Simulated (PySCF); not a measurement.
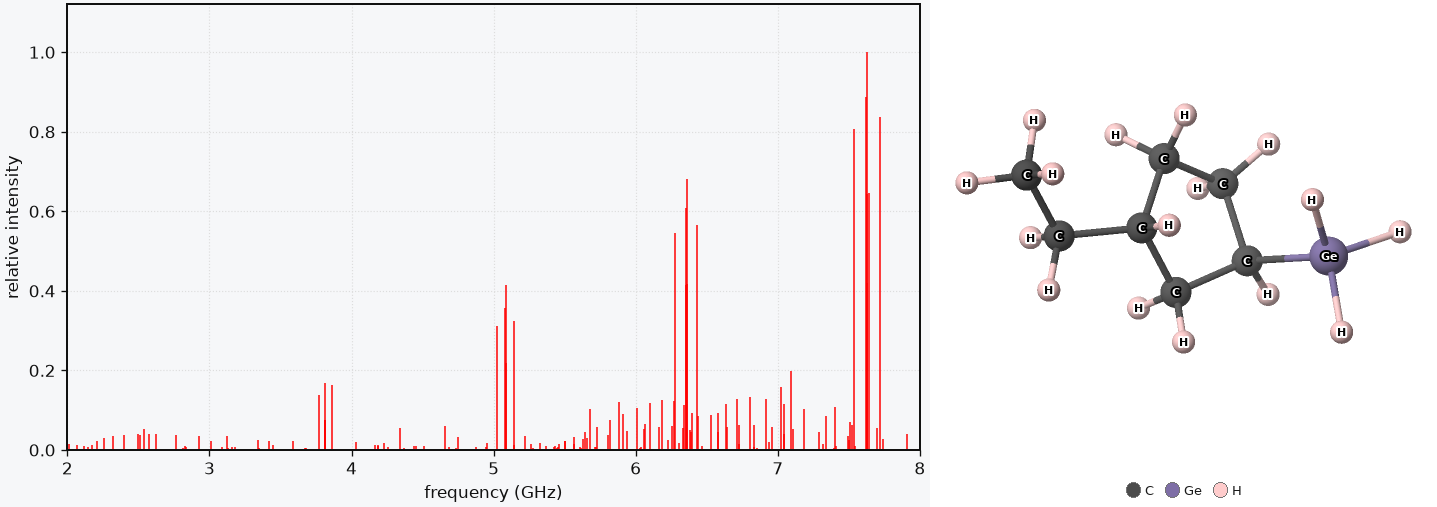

C₇H₁₆Ge, SMILES CC[C@@H]1CC[C@@H]([GeH3])C1, singlet. Simulated rotational absorption lines between 2 and 8 GHz at 2 K: rigid rotor with the equilibrium constants and dipole of one optimised conformer (PBE0-D3(BJ)/def2-SVP, PySCF 2.14.0), commonest isotopes; no centrifugal distortion, hyperfine structure, internal rotation or nuclear-spin weights; lines within 1 MHz of each other are summed.

### What are the rotational constants, and what kind of rotor is it?

Rotational constants A, B, C = 2.797, 0.6511, 0.6205 GHz; Ray's κ = −0.97, a near-prolate asymmetric top.

### Which dipole components drive the lines?

|μa|, |μb|, |μc| = 0.70, 0.48, 0.34 D; a-type lines carry 67 % of the intensity in this range.

Note: coarse grid, loose stop and no frequency check, small forces are noise and the end may be a saddle.
